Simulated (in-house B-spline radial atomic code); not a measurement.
The calculation used an in-house B-spline radial code at this level: scalar-relativistic (spin-free one-electron X2C) B97-1, spin-polarised, spherical fractional occupations, Fermi nucleus, basis-set limit. The occupation of the 4p shell is varied from Kr⁺ ([Ar] 3d10 4s2 4p5 (high spin)) to Kr ([Ar] 3d10 4s2 4p6), with spherical fractional occupations. Wanted, and plotted below: the total energy less the straight line between the end points, and the eigenvalue of 4p↓ (the dashed line is minus the energy to take the whole electron out).

The curve is convex (below the straight line), with the largest deviation among the points computed, −1.13 eV, at 0.5. The end points differ by 14.9 eV, the energy to take the electron out. The eigenvalue, which is the slope of the energy (Janak's theorem), moves from −19.5 eV at 0 to −10.4 eV at 1; for a straight line it would stay constant, and a parabola would sag by an eighth of this change, scaled to a whole electron, 1.13 eV. Convexity is the mark of the delocalisation error, which puts fractional charges too low; for p, d and f shells the spherical spreading of the fraction adds to it. Exact exchange at spherical fractional occupations leaves self-interaction in partly filled shells, which adds to the curvature.

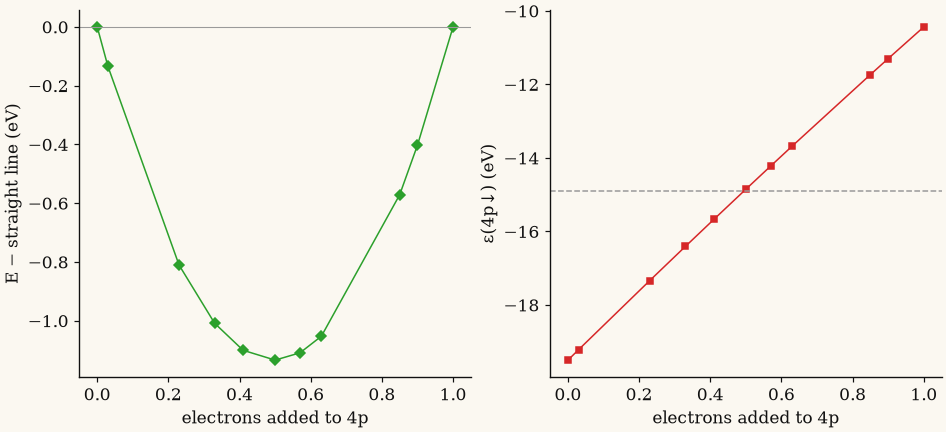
